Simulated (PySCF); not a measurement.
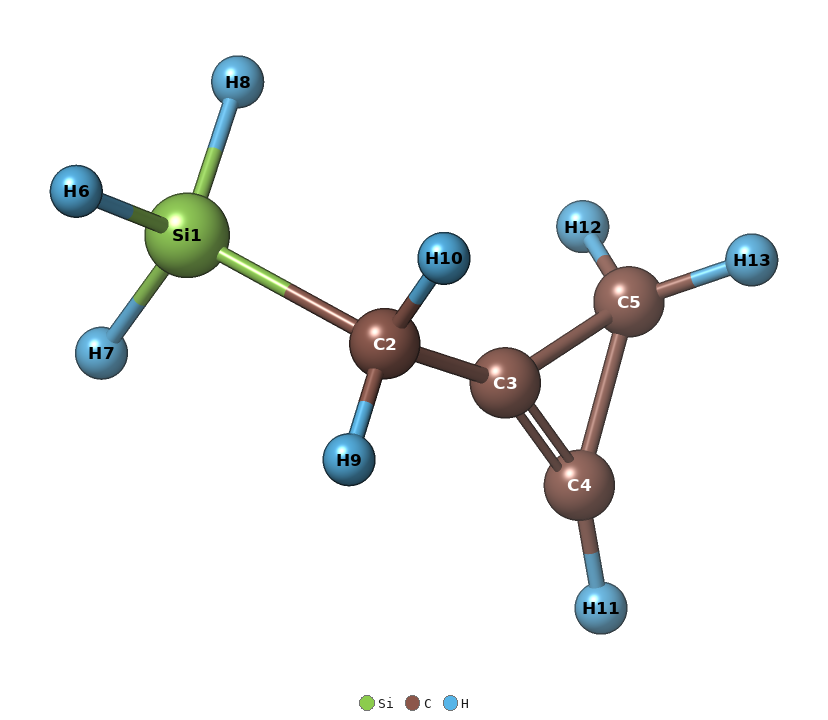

Computed geometry: GFN2-xTB optimisation. No frequency run is at hand to confirm it as a minimum. Level of theory: delta-SCF UKS SCAN, pcX-2 on the ionised atom, pcseg-1 elsewhere, spin-free X2C (PySCF 2.14.0).

Give the core-electron binding energies (to vacuum; p and d levels without spin–orbit splitting) of Si1 1s, Si1 2p, C2 1s, C3 1s, C4 1s, C5 1s.

| atom | level | binding energy (eV) |
| --- | --- | --- |
| Si1 | 1s | 1846.4 |
| Si1 | 2p | 106.9 |
| C2 | 1s | 290.6 |
| C3 | 1s | 290.7 |
| C4 | 1s | 290.0 |
| C5 | 1s | 290.5 |

The geometry is semi-empirical. Around Si such bond lengths and angles can be off by a tenth of an ångström or more and by several degrees, and values that hang on the shape move with them.
